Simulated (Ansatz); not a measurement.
ScBS₃ (space group Pm-3m, No. 221). Coordinates: coordinates from a relaxation with DFT PBE, scalar-relativistic, plane waves, PAW in Ansatz; the starting structure was generated, so it need not be a known form of this composition.

```
CELL_PARAMETERS angstrom
4.23936 0.00000 0.00000
0.00000 4.23936 0.00000
0.00000 0.00000 4.23936
ATOMIC_POSITIONS crystal
Sc 0.50000 0.50000 0.50000
B 0.00000 0.00000 0.00000
S 0.50000 0.00000 0.00000
S 0.00000 0.50000 0.00000
S 0.00000 0.00000 0.50000
```

Bonds are taken as B–S below 2.4 Å; Sc is left out of the net, as the electropositive filling of the structure. Atoms with one bond or none are removed and atoms with two bonds are replaced by edges, until no such atom is left.

What net does this leave?

The result is a uninodal 6-connected, three-periodic net: B is a 6-connected node. S becomes part of the edges. It is the pcu net, known from NaCl, ReO3 and the B-X framework of perovskite. It is a single net, without interpenetration.

```json
{"node": "B", "links": "6", "point symbol": "4¹²·6³", "coordination sequence": "6 18 38 66 102 146"}
```

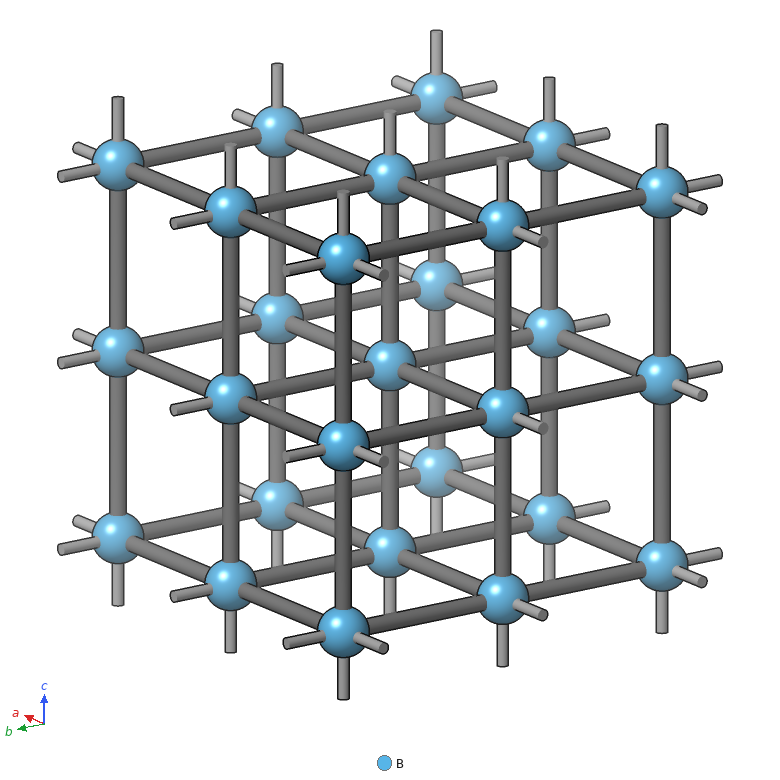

Nodes are coloured by topological kind. Edges to nodes outside the piece are drawn as stubs.
